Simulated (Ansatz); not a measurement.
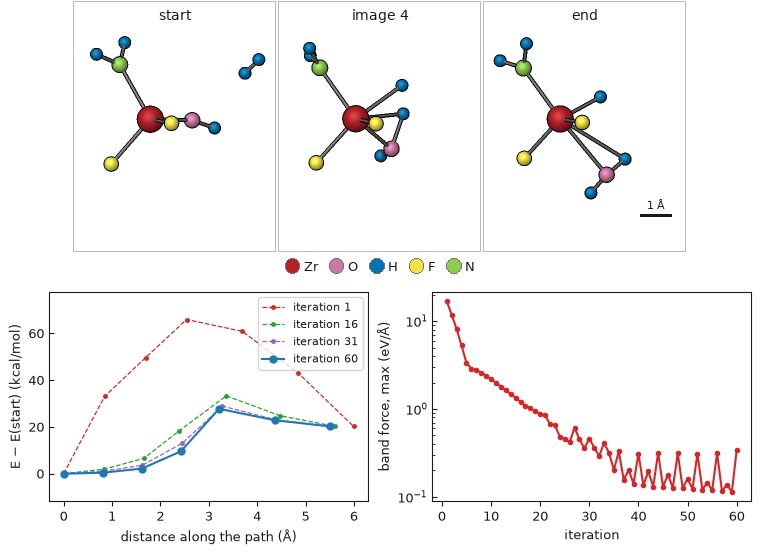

A search for the minimum-energy path of ZrNH₅OF₂, made up at the start of ZrNH₃OF₂ and H2 by the nudged elastic band. Images are numbered from 0 (start) to 6 (end). The plot follows the band through its iterations. Style: ball-and-stick. Shown face on.

These are results of RKS PBE-D4/def2-SVP in Ansatz 0.2.0, not measurements. Settings: 5 movable images; climbing image; force threshold 0.05 eV/Å; iteration limit 60; optimiser L-BFGS; largest step 0.02 Å; starting path through a guess of the saddle point.

### Did the band converge, and can the barrier be trusted?

The result isn't final. The band hadn't converged when the run stopped after 60 iterations. The largest component of the band force went from 17 to 0.34 eV/Å. The barrier read from it is provisional, though the highest image hardly moved in the last two iterations. The step length is far from the usual. The first iteration put the highest image at 65.9 kcal/mol. The highest point, image 4, lies 27.8 kcal/mol above the start and 7.5 kcal/mol above the end; the end is at +20.2 kcal/mol relative to the start.

Limits of the set-up: the start holds two separate molecules, 2.5 Å apart at their closest, whose relative position is a soft coordinate.

The run took 13 min on 2 threads of Arm Neoverse V1, on a shared host, peak memory 0.11 GiB.
